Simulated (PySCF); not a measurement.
## A study: F₃Si, doublet, SMILES `F[Si](F)F`

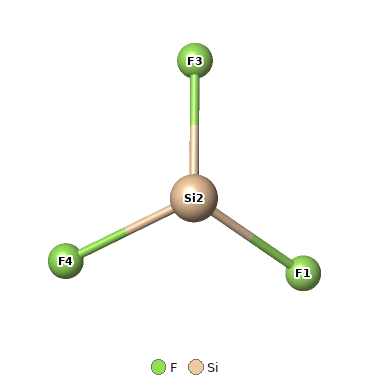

The molecule, with its atoms numbered as below. No frequency check shows the geometry to be a minimum.

Geometry (Å), atoms numbered from 1:

```
F1       1.3659    0.4905   -0.2223
Si2      0.0005    0.0000    0.4283
F3      -1.1081    0.9379   -0.2219
F4      -0.2586   -1.4284   -0.2220
```

## 1. Bonding charge

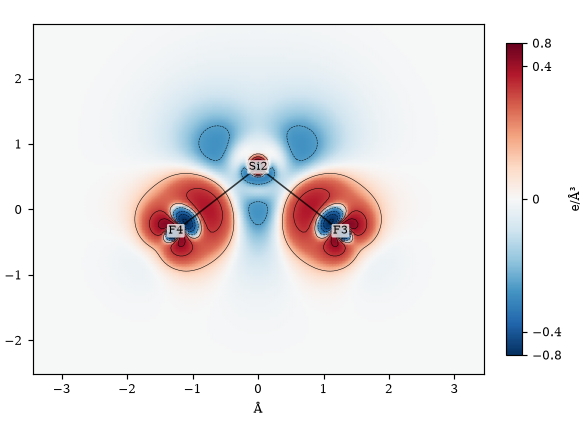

Deformation density (molecule less spherical, spin-averaged free atoms) in the plane of Si2, F3 and F4; colour scale in e/Å³, logarithmic beyond ±0.1; red: gain, blue: loss.

Method: BP86/cc-pVTZ; geometry: GFN2-xTB; program: PySCF. The stability of the open-shell solution wasn't checked. GFN2-xTB doesn't know the spin state, so this open-shell geometry is rough.

Describe the bonding that the map shows.

Answer. Si2–F4 and Si2–F3: +0.08 e/Å³ at the bond critical point (bond length 1.59 Å, Mayer order 1.2); up to 0.6 Å beside the axis the gain reaches +0.32 e/Å³. In all, 0.8 electrons gather in the regions of gain relative to the promolecule. A small or negative value marks a very polar bond, one between electron-rich atoms, whose free-atom densities already overlap strongly, a long bond to a heavier atom, or a closed-shell contact such as a hydrogen bond.

## 2. Local ionisation energy

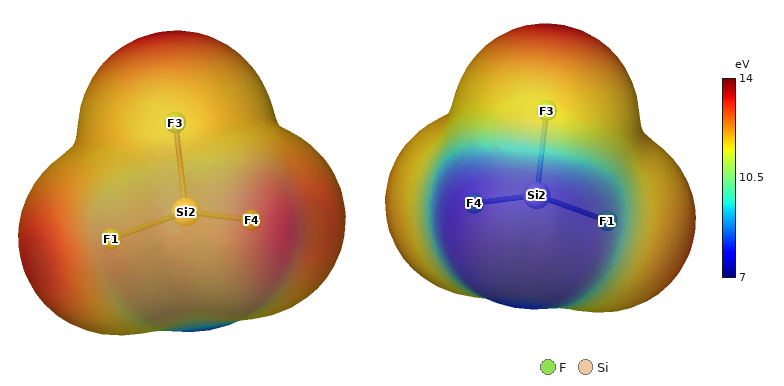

Average local ionisation energy on the surface of electron density 0.001 a.u. (back view left, front view right).

Where are the most loosely bound electrons on this surface?

Answer. The lowest value is 7.4 eV, 2.3 Å from Si2. Further minima include 12.0 eV, 1.7 Å from F3, and at like points elsewhere. For comparison, the highest occupied orbital lies at −6.9 eV.

What volume does the surface enclose, and what is the dipole moment?

Answer. About 68 Å³; the dipole moment is 1.5 D.

## 3. Spin density

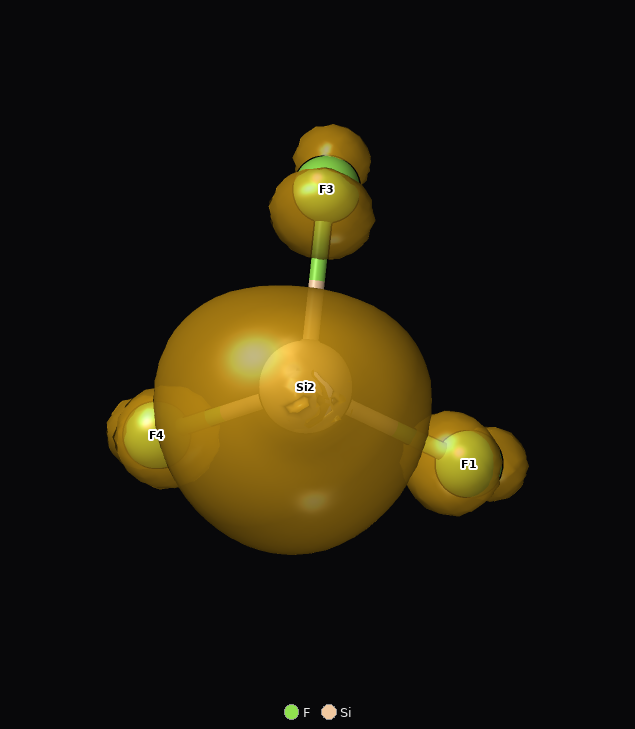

Spin density ρα − ρβ at ±0.05 e/Å³ (yellow: excess α, teal: excess β).

How is the spin shared among the atoms?

Answer. Hirshfeld spin populations: Si2 +0.78 and F1, F3 and F4 +0.07. ⟨S²⟩ = 0.75, as for a pure state.

## 4. In an electric field

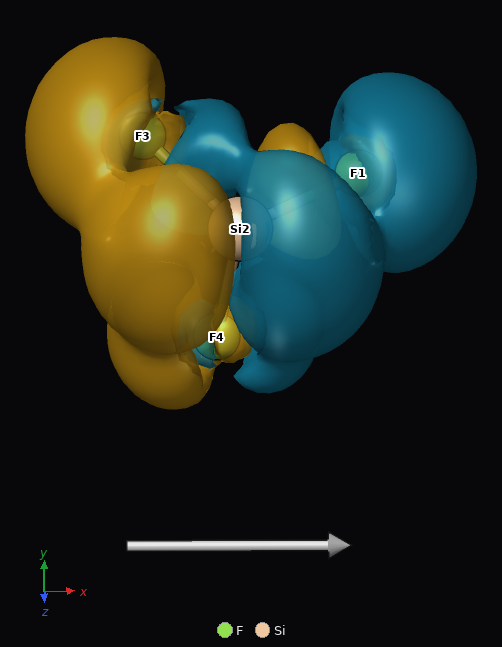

Change of the electron density in a uniform field of 0.51 V/Å along +x (arrow), surfaces at ±0.0015 e/Å³ (yellow: gain, teal: loss).

PySCF calculation, PBE0/6-311+G**, gas phase; geometry: GFN2-xTB. The basis has diffuse s and p functions alone, which still leaves polarisabilities too small, most of all across bonds. The stability of the open-shell solution wasn't checked. GFN2-xTB doesn't know the spin state, so this open-shell geometry is rough.

How large is the response?

Answer. The induced dipole is 0.61 D (along the field); α along this axis, from the fields in both directions, is 24 bohr³ (3.5 Å³).

Which atoms gain and lose the most charge?

Answer. Electrons gather most on F3 (Hirshfeld charge changes by −0.016 e) and leave F1 most (+0.021 e); 0.062 electrons are displaced in all.

The PySCF runs shown took 12 s and 19 s on 1 thread of Arm Neoverse V2, on a shared host.
